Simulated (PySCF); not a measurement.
# GaO2: relaxation and vibrations of the quartet

Aim: relax GaO2 as a quartet from a bent start, check by its vibrations whether the end is a minimum, and collect its spectrum and constants.

Method: PBE0, basis Ga def2-TZVP, O def2-TZVP, no relativity, density fitting; program: PySCF 2.14.0.

## (1) Where the work starts

3 atoms, charge 0, spin multiplicity 4.

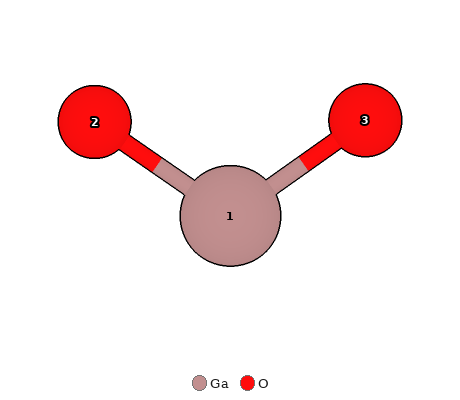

As it starts; gallium pink, oxygen red; atoms are numbered from 1 in the order of the file.

Coordinates in bohr (charge 0 multiplicity 4):
```
Ga    0.0000    0.0000    0.0000
O     2.6934    0.0000    1.8859
O    -2.6934    0.0000    1.8859
```

## (2) Finding the electronic state

One driver script runs all steps and calls PySCF; scf.py shows how it sets up the SCF of each step. The optimiser is the driver's own. After this first run the driver tries any further starts and a stability analysis.

Input file scf.py:

```python
from pyscf import gto, scf, dft
mol = gto.M(atom='''
Ga     0.000000     0.000000     0.000000
O      1.425300     0.000000     0.998000
O     -1.425300     0.000000     0.998000''',
    basis={'Ga': 'def2-TZVP', 'O': 'def2-TZVP'},
    charge=0, spin=3)
mf = dft.UKS(mol, xc='PBE0')
mf.grids.atom_grid = (50, 194)
aux = {'Ga': 'def2-universal-JKFIT', 'O': 'def2-universal-JKFIT'}
mf = mf.density_fit(auxbasis=aux)
mf.conv_tol = 1e-08
mf.diis_space = 10
mf.max_cycle = 60
mf.init_guess = 'minao'
mf.verbose = 4
mf.kernel()
```

The run is started by

```console
OMP_NUM_THREADS=4 python axn.py task.json out
```

The runs that follow: Relaxing the quartet from the bent start; Vibrations and properties at this point.

Before running it: what results should come out? Wanted: minimum; geometry; wavenumbers; dipole moment; highest occupied, lowest empty level; polar-tensor charge of Ga1; zero-point energy; atomisation energy; ⟨S²⟩.

The runs gave:

| quantity | value |
| --- | --- |
| minimum | quartet, C2v |
| geometry | Ga–O 1.846 Å (×2); O–Ga–O 111.1° |
| wavenumbers (cm⁻¹) | 174 (a1), 590 (a1), 609 (b2) |
| dipole moment | 2.37 D |
| highest occupied, lowest empty level (either spin) | -7.35, -5.04 eV |
| polar-tensor charge of Ga1 | +0.88 e |
| zero-point energy | 8.2 kJ/mol |
| entropy at 298.15 K | 284.6 J/(mol K) |
| atomisation energy (no zero-point energy) | 554 kJ/mol |
| ⟨S²⟩ | 3.762 |

What this shows: The bent start keeps its C2v symmetry and ends in a minimum. In the infrared the band at 609 cm⁻¹ (b2, stretch) leads. The first SCF alone would have been 74 kJ/mol too high. Only this shape and spin were tried, so other structures or states may lie lower.
